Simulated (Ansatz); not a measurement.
```xyz
12

Al    0.1595   -2.2211    0.7478
N    -1.3938    0.2520   -0.5329
F     0.1624   -3.2029   -0.6017
F    -0.8501   -2.5260    2.0414
H     1.4761    0.9364    0.2711
F     1.4865   -1.1261    0.9742
H    -0.6057    0.9097   -0.4892
N     1.4508    1.9020   -0.0737
H    -2.1996    0.6941   -0.0699
H    -1.6371    0.1200   -1.5233
H     1.3086    1.8808   -1.0914
H     0.6422    2.3810    0.3478
```

Not at a stationary point (largest force 1.7 eV/Å).

The calculation used RKS revPBE-D4/def2-SVP in Ansatz 0.2.0.

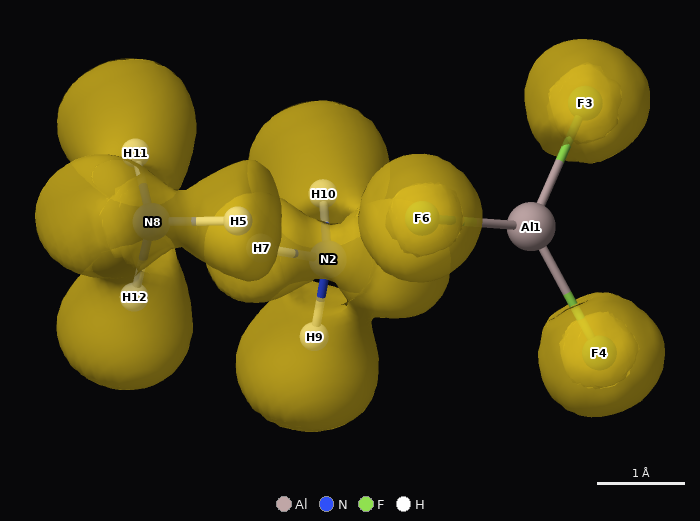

AlF₃···NH₃···NH₃. Isosurface of the ELF at 0.8 (yellow), seen from one side. Core shells and regions of very low density are left out.

### Where are the electrons localised?

The surface consists of three regions wrapped around F (the valence shell of each) and two joined regions spread over several atoms (H, N), in which their bonds and any lone pairs are merged.

Values along the shortest contacts:
N8···H7 (2.32 Å): the ELF dips to about 0.10 between them; by its geometry a hydrogen bond between the two molecules, with no shared pair. Al–F (1.67 Å): the ELF peaks at about 0.85 in the valence shell of F, 0.5 Å from its nucleus, and is about 0.25 at the midpoint.
